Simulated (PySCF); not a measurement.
# C$_{3}$H$_{12}$OSi$_{3}$ (SMILES C=CCO[SiH2][SiH2][SiH3]): what the fields show

```xyz
19

C    -1.9650    1.1626    0.3363
C    -2.3719    0.0251    0.7930
C    -2.0001   -1.2117    0.0773
O    -0.5977   -1.1715   -0.1226
Si    0.1416   -0.7419   -1.5274
Si    2.3204   -0.4590   -0.8176
Si    2.6134    1.1084    0.8832
H    -1.9790    2.1865    0.8596
H    -1.6424    1.2443   -0.6701
H    -2.7064   -0.0547    1.8419
H    -2.1384   -2.0943    0.6152
H    -2.5786   -1.3326   -0.9145
H     0.1255   -1.7305   -2.5476
H    -0.4020    0.5435   -2.1838
H     2.8193    0.2474   -1.9915
H     3.1517   -1.6639   -0.8095
H     3.6497    1.0119    1.9332
H     1.4035    1.1343    1.7746
H     2.5616    2.3885    0.2985
```

Geometry: GFN2-xTB, MD frame at 250 fs, 400 K.

These are results of PySCF 2.14.0, PBE0/pcSseg-1, SCF density, gas phase, non-relativistic, not measurements.

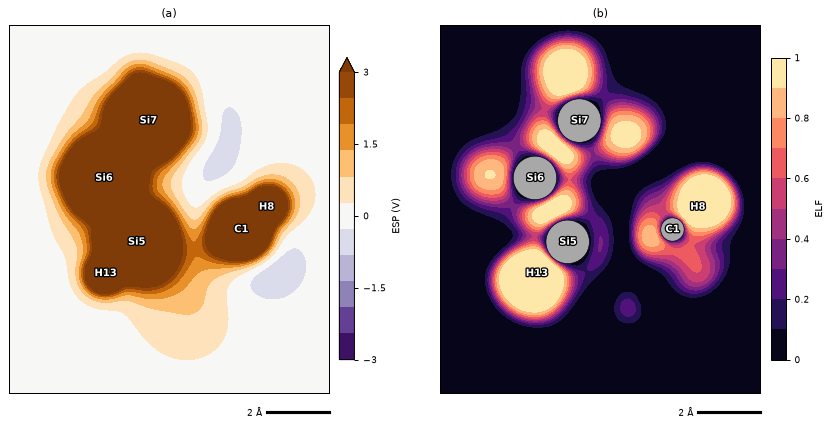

Figure 1. (a) electrostatic potential; (b) ELF on the plane of atoms Si5, Si6 and Si7. Grey discs cover the atomic cores in the ELF map.

Interpret the plot.

The section cuts through C, Si and H sites.
Si–Si (2.31 Å): the ELF peaks at about 1 between the atoms, as expected for a shared electron pair.
Si–H (1.42 Å): the ELF climbs to about 1 towards the hydrogen, as it does in any bond to H.
Outside the dense part of the molecule the potential is most negative (−0.5 V) near C1.

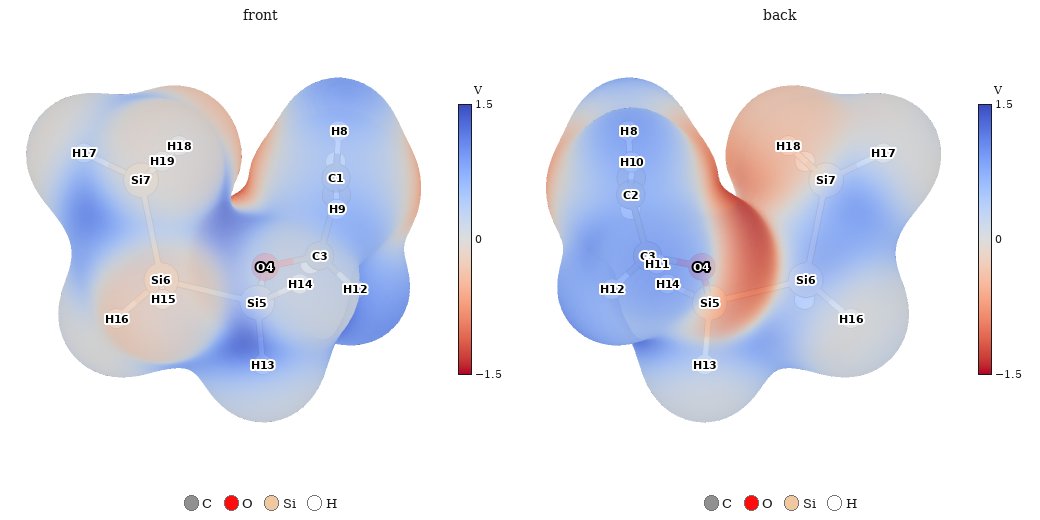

Figure 2. The electrostatic potential painted on the density surface at 0.002 e/bohr³, seen from the front and from behind; red is negative and blue positive.

Describe the electrostatic potential map.

The most negative region (about −1.2 V, or −28 kcal/mol for a unit charge) lies over O4, the most positive (about +1.2 V, or +28 kcal/mol for a unit charge) over Si5. O4 is the likeliest acceptor of a hydrogen bond.
